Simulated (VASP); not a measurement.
## BeNi: convergence with the SCF threshold and plane-wave cutoff

How sensitive are energy and pressure of BeNi to the SCF threshold and plane-wave cutoff? The series runs use PBEsol. The SCF threshold tried: EDIFF = 0.01; EDIFF = 0.001; EDIFF = 1E-04; EDIFF = 1E-05; EDIFF = 1E-06; EDIFF = 1E-08. The plane-wave cutoff tried: ENCUT = 160; ENCUT = 200; ENCUT = 240; ENCUT = 270; ENCUT = 310; ENCUT = 350; ENCUT = 430; ENCUT = 540. The start is a computed cell from the Materials Project.

Calculated with VASP 6.6.1; PBEsol, spin-polarised from a ferromagnetic start (one magnetic atom a cell); plane waves and PAW (Be, Ni).

## Step 1: Starting point

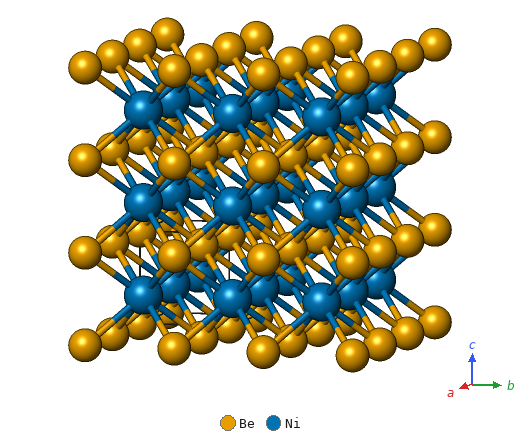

Start, viewed slightly off an axis; beryllium orange, nickel blue. 3×3×3 cells are drawn. Some periodic images of atoms are drawn too.

As a file:

```cif
data_structure
_symmetry_space_group_name_H-M 'Pm-3m'
_symmetry_Int_Tables_number 221
_cell_length_a 2.5870
_cell_length_b 2.5870
_cell_length_c 2.5870
_cell_angle_alpha 90.000
_cell_angle_beta 90.000
_cell_angle_gamma 90.000
_cell_volume 17.31
loop_
_atom_site_label
_atom_site_type_symbol
_atom_site_symmetry_multiplicity
_atom_site_Wyckoff_symbol
_atom_site_fract_x
_atom_site_fract_y
_atom_site_fract_z
_atom_site_occupancy
Be1 Be 1 a 0.00000 0.00000 0.00000 1
Ni1 Ni 1 b 0.50000 0.50000 0.50000 1
```

## Step 2: SCF threshold: EDIFF = 0.01

EDIFF stops the electronic loop; forces need it tighter than energies do. PBEsol restores the gradient expansion of exchange and is tuned for the cells of solids.

INCAR reads:

```
SYSTEM = BeNi
PREC = Accurate
ENCUT = 400
EDIFF = 0.01
NELM = 100
ISMEAR = -1
SIGMA = 0.05
LREAL = .FALSE.
ALGO = Normal
GGA = PS
NBANDS = 14
ISPIN = 2
MAGMOM = 0 1
LASPH = .TRUE.
LMAXMIX = 4
LORBIT = 11
LWAVE = .FALSE.
LCHARG = .FALSE.
KPAR = 2
ISIF = 2
```

POSCAR reads:

```
BeNi
1.0
    2.5869995900      0.0000000000      0.0000000000
    0.0000000000      2.5869995900      0.0000000000
    0.0000000000      0.0000000000      2.5869995900
Be Ni
1 1
Direct
    0.0000000000      0.0000000000      0.0000000000
    0.5000000000      0.5000000000      0.5000000000
```

KPOINTS reads:

```
Automatic mesh
0
Gamma
9 9 9
0 0 0
```

PAW data sets: Be and Ni (PBE family, release 64).

The run is started by

```bash
$ mpirun -np 2 vasp_std
```

What it wrote:

```text
[banner, memory and clock lines left out]
running    2 mpi-ranks, on    1 nodes
 distrk:  each k-point on    1 cores,    2 groups
 distr:  one band on    1 cores,    1 groups

 POSCAR found type information on POSCAR BeNi
 POSCAR found :  2 types and       2 ions
|                                                                             |
|               ----> ADVICE to this user running VASP <----                  |
|                                                                             |
|     You enforced a specific xc type in the INCAR file but a different       |
|     [... a line on the potential file left out ...]
|     I HOPE YOU KNOW WHAT YOU ARE DOING!                                     |
|                                                                             |

 LDA part: xc-table for (Slater+PW92), standard interpolation
 POSCAR, INCAR and KPOINTS ok, starting setup
 FFT: planning ... GRIDC
 FFT: planning ... GRID_SOFT
 FFT: planning ... GRID
 WAVECAR not read
 entering main loop
       N       E                     dE             d eps       ncg     rms          rms(c)
DAV:   1     0.307483262305E+02    0.30748E+02   -0.48592E+03  2014   0.861E+02
DAV:   2    -0.123695899705E+02   -0.43118E+02   -0.39273E+02  2158   0.165E+02
DAV:   3    -0.138360617447E+02   -0.14665E+01   -0.14594E+01  2446   0.345E+01
DAV:   4    -0.138461025011E+02   -0.10041E-01   -0.10039E-01  2306   0.267E+00
DAV:   5    -0.138463088903E+02   -0.20639E-03   -0.20638E-03  1802   0.403E-01    0.163E+01
DAV:   6    -0.155266283508E+02   -0.16803E+01   -0.80577E+01  2362   0.112E+02    0.188E+01
DAV:   7    -0.111251221613E+02    0.44015E+01   -0.24247E+01  2326   0.605E+01    0.114E+00
DAV:   8    -0.111269590552E+02   -0.18369E-02   -0.14709E-01  2186   0.350E+00    0.110E+00
DAV:   9    -0.111158385997E+02    0.11120E-01   -0.35036E-02  1096   0.171E+00    0.447E-01
DAV:  10    -0.111155909084E+02    0.24769E-03   -0.13957E-03   986   0.383E-01
   1 F= -.11115591E+02 E0= -.11110888E+02  d E =-.940531E-02  mag=    -0.0061
```

Wall time 14 s (2 MPI ranks of AMD EPYC 7R43, shared host); peak memory 0.18 GiB; 25 s of CPU time.

The logs omit lines about the potential files and the build; timing stands in the text.

Parts of OUTCAR (step 2):

```text
ion  position               nearest neighbor table
   1  0.000  0.000  0.000-   2 2.24   2 2.24   2 2.24   2 2.24   2 2.24   2 2.24   2 2.24   2 2.24

  LATTYP: Found a simple cubic cell.
 ALAT       =     2.5869995900

 Subroutine GETGRP returns: Found 48 space group operations
 (whereof 48 operations were pure point group operations)

The static configuration has the point symmetry O_h .

 Found     35 irreducible k-points:

   k-points           NKPTS =     35   k-points in BZ     NKDIM =     35   number of bands    NBANDS=     14

   dimension x,y,z NGX =    18 NGY =   18 NGZ =   18
   dimension x,y,z NGXF=    36 NGYF=   36 NGZF=   36

   ENCUT  =  400.0 eV  29.40 Ry    5.42 a.u.   4.22  4.22  4.22*2*pi/ulx,y,z

   NELECT =      12.0000    total number of electrons

 k-points in reciprocal lattice and weights: Automatic mesh
   0.00000000  0.00000000  0.00000000       0.001
   0.11111111  0.00000000  0.00000000       0.008
   0.22222222  0.00000000  0.00000000       0.008
   0.33333333  0.00000000  0.00000000       0.008
   0.44444444  0.00000000  0.00000000       0.008
   0.11111111  0.11111111  0.00000000       0.016
   0.22222222  0.11111111  0.00000000       0.033
   0.33333333  0.11111111  0.00000000       0.033
   0.44444444  0.11111111  0.00000000       0.033
[...]
0.44444444  0.44444444  0.33333333       0.033
   0.44444444  0.44444444  0.44444444       0.011

 average (electrostatic) potential at core
       1 -30.1012       2 -82.3316

 E-fermi :   9.2231

 spin component 1
 k-point     1 :       0.0000    0.0000    0.0000
  band No.  band energies     occupation
    ...
      2       5.4919      1.00000
      3       5.4919      1.00000
      4       7.8142      1.00000
      5       7.8142      1.00000
      6       7.8142      1.00000
      7      16.1683      0.00000
      8      16.1683      0.00000
      9      16.1683      0.00000
     10      23.5126      0.00000
     11      23.5126      0.00000
    ...

 k-point     2 :       0.1111    0.0000    0.0000
  band No.  band energies     occupation
    ...
      2       5.5161      1.00000
      3       5.5399      1.00000
      4       7.6700      1.00000
      5       7.6700      1.00000
      6       7.8241      1.00000
      7      14.7774      0.00000
      8      16.5622      0.00000
      9      16.5622      0.00000
     10      23.5702      0.00000
     11      25.0281      0.00000
    ...

 k-point     3 :       0.2222    0.0000    0.0000
  band No.  band energies     occupation
    ...
      2       5.5119      1.00000
      3       5.6648      1.00000
      4       7.3369      1.00000
      5       7.3369      1.00000
      6       7.8497      1.00000
      7      12.3444      0.00000
      8      17.6398      0.00000
      9      17.6398      0.00000
     10      23.7408      0.00000
     11      27.2702      0.00000
    ...

 k-point     4 :       0.3333    0.0000    0.0000
  band No.  band energies     occupation
    ...
      2       5.2207      1.00000
      3       5.8109      1.00000
      4       7.0000      1.00000
      5       7.0000      1.00000
      6       7.8786      1.00000
      7      10.3063      0.00000
      8      19.1606      0.00000
      9      19.1606      0.00000
     10      23.9935      0.00000
     11      28.2014      0.00000
    ...

 k-point     5 :       0.4444    0.0000    0.0000
  band No.  band energies     occupation
    ...
      2       4.4441      1.00000
      3       5.9089      1.00000
      4       6.7987      1.00000
      5       6.7987      1.00000
      6       7.8975      1.00000
      7       9.2709      0.27761
      8      20.6334      0.00000
      9      20.6334      0.00000
     10      24.2137      0.00000
     11      26.3993      0.00000
    ...

 k-point     6 :       0.1111    0.1111    0.0000
  band No.  band energies     occupation
    ...
      2       5.5647      1.00000
      3       5.5741      1.00000
      4       7.5174      1.00000
      5       7.6359      1.00000
      6       7.7378      1.00000
      7      14.6141      0.00000
      8      15.7012      0.00000
      9      16.9318      0.00000
     10      24.4045      0.00000
     11      25.8574      0.00000
    ...

  Total        0.5510809      0.5510809      0.5510809      0.0000000      0.0000000      0.0000000
  in kB       50.9960869     50.9960869     50.9960869      0.0000000      0.0000000      0.0000000
  external PRESSURE =      50.9960869 kB  Pullay stress =       0.0000000 kB

  energy-cutoff  :      400.00
  volume of cell :       17.31
      direct lattice vectors                 reciprocal lattice vectors
     2.586999590  0.000000000  0.000000000     0.386548187  0.000000000  0.000000000
     0.000000000  2.586999590  0.000000000     0.000000000  0.386548187  0.000000000
     0.000000000  0.000000000  2.586999590     0.000000000  0.000000000  0.386548187

 POSITION                                       TOTAL-FORCE (eV/Angst)
 -----------------------------------------------------------------------------------
      0.00000      0.00000      0.00000         0.000000      0.000000      0.000000
      1.29350      1.29350      1.29350         0.000000      0.000000      0.000000
 -----------------------------------------------------------------------------------
    total drift:                                0.000000     -0.000000      0.000000

  FREE ENERGIE OF THE ION-ELECTRON SYSTEM (eV)
  ---------------------------------------------------
  free  energy   TOTEN  =       -11.1155909084 eV

  energy  without entropy=      -11.1061855934  energy(sigma->0) =      -11.11088825

 total charge
# of ion       s       p       d       tot
------------------------------------------
    1        0.442   0.710   0.000   1.152
    2        0.520   0.624   8.432   9.577
--------------------------------------------------
tot          0.962   1.333   8.432  10.728

 magnetization (x)
# of ion       s       p       d       tot
------------------------------------------
    1        0.000  -0.000   0.000  -0.000
    2       -0.000  -0.000  -0.006  -0.007
--------------------------------------------------
tot         -0.000  -0.000  -0.006  -0.007

[... 6 further parts left out ...]
```

The moments of the start collapse, so the state is non-magnetic; other starts or orders were not tried. The k-mesh is coarse for a metal. The PAW data sets were made with PBE, which is usual practice but a small mismatch for other functionals.

Numbers from this step:

* SCF cycles: 10
* electrons: 12
* bands: 14
* irreducible k-points: 35
* symmetry operations: 48
* free energy (TOTEN): -11.12 eV
* energy at zero smearing: -11.11 eV
* Fermi energy: 9.223 eV
* pressure: 5.100 GPa
* moment of the cell, from the last line of the log: -0.0061 μB
* metallic: yes

Spin moment in the PAW sphere by atom:

```tsv
atom	spin moment in the PAW sphere (μB)
Be1	0.0000
Ni2	-0.0070
```

The series starts at -5.5554 eV an atom and 5.10 GPa, after 10 cycles in 14 s.

## Step 3: SCF threshold: EDIFF = 0.001

INCAR, as its differences from that of step 2:

```diff
@@ -3,3 +3,3 @@
 ENCUT = 400
-EDIFF = 0.01
+EDIFF = 0.001
 NELM = 100
```

POSCAR is that of step 2.

KPOINTS is that of step 2.

The run is started by

```bash
$ mpirun -np 2 vasp_std
```

What it wrote:

```text
[banner, memory and clock lines left out]
running    2 mpi-ranks, on    1 nodes
[...]
[... a notice as in an earlier step ...]

 LDA part: xc-table for (Slater+PW92), standard interpolation
 POSCAR, INCAR and KPOINTS ok, starting setup
[...]
entering main loop
       N       E                     dE             d eps       ncg     rms          rms(c)
[... 4 cycles as in an earlier step ...]
DAV:   5    -0.138463489497E+02   -0.24645E-03   -0.24645E-03  2390   0.403E-01    0.163E+01
DAV:   6    -0.155251887510E+02   -0.16788E+01   -0.80550E+01  2362   0.112E+02    0.188E+01
DAV:   7    -0.111250898319E+02    0.44001E+01   -0.24244E+01  2326   0.605E+01    0.114E+00
DAV:   8    -0.111269533633E+02   -0.18635E-02   -0.14720E-01  2192   0.350E+00    0.110E+00
DAV:   9    -0.111159320393E+02    0.11021E-01   -0.35944E-02  2658   0.171E+00    0.453E-01
DAV:  10    -0.111156196392E+02    0.31240E-03   -0.45885E-04  1106   0.227E-01
   1 F= -.11115620E+02 E0= -.11110918E+02  d E =-.940299E-02  mag=    -0.0058
```

Run time: 15 s. Hardware: 2 MPI ranks; peak memory 0.17 GiB; 27 s of CPU time.

From OUTCAR (step 3):

```text
  Total        0.6442083      0.6442083      0.6442083      0.0000000      0.0000000     -0.0000000
  in kB       59.6139369     59.6139369     59.6139369      0.0000000      0.0000000     -0.0000000
  external PRESSURE =      59.6139369 kB  Pullay stress =       0.0000000 kB

  FREE ENERGIE OF THE ION-ELECTRON SYSTEM (eV)
  ---------------------------------------------------
  free  energy   TOTEN  =       -11.1156196392 eV

  energy  without entropy=      -11.1062166523  energy(sigma->0) =      -11.11091815

 magnetization (x)
# of ion       s       p       d       tot
------------------------------------------
    1       -0.000  -0.000   0.000  -0.000
    2       -0.000  -0.000  -0.007  -0.007
--------------------------------------------------
tot         -0.000  -0.000  -0.007  -0.007

[... 3 parts as in an earlier step ...]

[... 1 further part left out ...]
[key lines of the parts left out:]
E-fermi :   9.2223
```

Against the run before the energy moves by -0.01 meV an atom and the pressure by +0.86 GPa, after 10 cycles in 15 s.

## Step 4: SCF threshold: EDIFF = 1E-04

INCAR, as its differences from that of step 3:

```diff
@@ -3,3 +3,3 @@
 ENCUT = 400
-EDIFF = 0.001
+EDIFF = 1E-04
 NELM = 100
```

POSCAR is that of step 3.

KPOINTS is that of step 3.

The run is started by

```bash
$ mpirun -np 2 vasp_std
```

What it wrote:

```text
[... set-up lines as in an earlier step ...]
 entering main loop
       N       E                     dE             d eps       ncg     rms          rms(c)
[... 4 cycles as in an earlier step ...]
DAV:   5    -0.138463498235E+02   -0.24732E-03   -0.24732E-03  2454   0.403E-01    0.163E+01
DAV:   6    -0.155251304099E+02   -0.16788E+01   -0.80549E+01  2362   0.112E+02    0.188E+01
DAV:   7    -0.111250867128E+02    0.44000E+01   -0.24244E+01  2326   0.605E+01    0.114E+00
DAV:   8    -0.111269531051E+02   -0.18664E-02   -0.14722E-01  2192   0.350E+00    0.110E+00
DAV:   9    -0.111159342289E+02    0.11019E-01   -0.35971E-02  2822   0.171E+00    0.453E-01
DAV:  10    -0.111156226612E+02    0.31157E-03   -0.46402E-04  2182   0.222E-01    0.209E-01
DAV:  11    -0.111155092139E+02    0.11345E-03   -0.59557E-04  1494   0.280E-01    0.925E-02
DAV:  12    -0.111155107418E+02   -0.15279E-05   -0.30355E-05  1070   0.539E-02
   1 F= -.11115511E+02 E0= -.11110781E+02  d E =-.945887E-02  mag=     0.0000
```

Elapsed: 16 s, on 2 MPI ranks; peak memory 0.17 GiB.

From OUTCAR (step 4):

```text
  Total       -0.0945704     -0.0945704     -0.0945704      0.0000000      0.0000000     -0.0000000
  in kB       -8.7513821     -8.7513821     -8.7513821      0.0000000      0.0000000     -0.0000000
  external PRESSURE =      -8.7513821 kB  Pullay stress =       0.0000000 kB

  FREE ENERGIE OF THE ION-ELECTRON SYSTEM (eV)
  ---------------------------------------------------
  free  energy   TOTEN  =       -11.1155107418 eV

  energy  without entropy=      -11.1060518681  energy(sigma->0) =      -11.11078130

 magnetization (x)
# of ion       s       p       d       tot
------------------------------------------
    1       -0.000  -0.000   0.000  -0.000
    2       -0.000  -0.000  -0.001  -0.001
--------------------------------------------------
tot         -0.000  -0.000  -0.001  -0.001

[... 3 parts as in an earlier step ...]

[... 1 further part left out ...]
[key lines of the parts left out:]
E-fermi :   9.2386
```

Against the run before the energy moves by +0.07 meV an atom and the pressure by -6.84 GPa, after 12 cycles in 16 s.

## Step 5: SCF threshold: EDIFF = 1E-05

INCAR, as its differences from that of step 4:

```diff
@@ -3,3 +3,3 @@
 ENCUT = 400
-EDIFF = 1E-04
+EDIFF = 1E-05
 NELM = 100
```

POSCAR is that of step 4.

KPOINTS is that of step 4.

The run is started by

```bash
$ mpirun -np 2 vasp_std
```

What it wrote:

```text
[... set-up lines as in an earlier step ...]
 entering main loop
       N       E                     dE             d eps       ncg     rms          rms(c)
[... 4 cycles as in an earlier step ...]
DAV:   5    -0.138463498284E+02   -0.24733E-03   -0.24732E-03  2462   0.403E-01    0.163E+01
DAV:   6    -0.155251293696E+02   -0.16788E+01   -0.80549E+01  2362   0.112E+02    0.188E+01
DAV:   7    -0.111250866815E+02    0.44000E+01   -0.24244E+01  2326   0.605E+01    0.114E+00
DAV:   8    -0.111269530987E+02   -0.18664E-02   -0.14722E-01  2192   0.350E+00    0.110E+00
DAV:   9    -0.111159342255E+02    0.11019E-01   -0.35971E-02  2822   0.171E+00    0.453E-01
DAV:  10    -0.111156226619E+02    0.31156E-03   -0.46403E-04  2206   0.222E-01    0.209E-01
DAV:  11    -0.111155094476E+02    0.11321E-03   -0.59791E-04  2556   0.280E-01    0.925E-02
DAV:  12    -0.111155109394E+02   -0.14918E-05   -0.30694E-05  1890   0.539E-02
   1 F= -.11115511E+02 E0= -.11110781E+02  d E =-.945907E-02  mag=     0.0001
```

The job ended after 17 s (2 MPI ranks; peak memory 0.17 GiB; 32 s of CPU time).

From OUTCAR (step 5):

```text
  Total       -0.0961270     -0.0961270     -0.0961270      0.0000000     -0.0000000      0.0000000
  in kB       -8.8954305     -8.8954305     -8.8954305      0.0000000     -0.0000000      0.0000000
  external PRESSURE =      -8.8954305 kB  Pullay stress =       0.0000000 kB

  FREE ENERGIE OF THE ION-ELECTRON SYSTEM (eV)
  ---------------------------------------------------
  free  energy   TOTEN  =       -11.1155109394 eV

  energy  without entropy=      -11.1060518694  energy(sigma->0) =      -11.11078140

[... 4 parts as in an earlier step ...]

[... 1 further part left out ...]
[key lines of the parts left out:]
E-fermi :   9.2387
```

Against the run before the energy stays within 0.01 meV an atom; the pressure moves by -0.01 GPa, after 12 cycles in 17 s.

## Step 6: SCF threshold: EDIFF = 1E-06

INCAR, as its differences from that of step 5:

```diff
@@ -3,3 +3,3 @@
 ENCUT = 400
-EDIFF = 1E-05
+EDIFF = 1E-06
 NELM = 100
```

POSCAR is that of step 5.

KPOINTS is that of step 5.

The run is started by

```bash
$ mpirun -np 2 vasp_std
```

What it wrote:

```text
[... set-up lines as in an earlier step ...]
 entering main loop
       N       E                     dE             d eps       ncg     rms          rms(c)
[... 11 cycles as in an earlier step ...]
DAV:  12    -0.111155109751E+02   -0.15275E-05   -0.31053E-05  2328   0.539E-02    0.226E-02
DAV:  13    -0.111155102439E+02    0.73120E-06   -0.16714E-06  1614   0.140E-02
   1 F= -.11115510E+02 E0= -.11110780E+02  d E =-.946036E-02  mag=     0.0003
```

It took 18 s on 2 MPI ranks; peak memory 0.17 GiB; 34 s of CPU time.

Parts of OUTCAR (step 6):

```text
  Total       -0.1011847     -0.1011847     -0.1011847     -0.0000000      0.0000000     -0.0000000
  in kB       -9.3634611     -9.3634611     -9.3634611     -0.0000000      0.0000000     -0.0000000
  external PRESSURE =      -9.3634611 kB  Pullay stress =       0.0000000 kB

  FREE ENERGIE OF THE ION-ELECTRON SYSTEM (eV)
  ---------------------------------------------------
  free  energy   TOTEN  =       -11.1155102439 eV

  energy  without entropy=      -11.1060498816  energy(sigma->0) =      -11.11078006

 magnetization (x)
# of ion       s       p       d       tot
------------------------------------------
    1       -0.000   0.000   0.000   0.000
    2        0.000  -0.000   0.000   0.000
--------------------------------------------------
tot          0.000   0.000   0.000   0.000

[... 3 parts as in an earlier step ...]

[... 1 further part left out ...]
[key lines of the parts left out:]
E-fermi :   9.2390
```

Against the run before the energy stays within 0.01 meV an atom; the pressure moves by -0.05 GPa, after 13 cycles in 18 s.

(Continued in part 2 of 3.)

[Lines on the potential files, build, host, timing and source positions are cut from VASP's logs without a mark.]

[Logs are printed without paths, hosts, clocks, repeated set-up lines and the standing remarks that a program may print on its own settings, such as how far it seeks lower states.]

[Hosts, paths, dates, database ids (printed as entryN), source tags and the programs' standing remarks are cut or masked in the printed files.]

[A measured line is paired with the nearest computed mode of its activity, which favours agreement.]
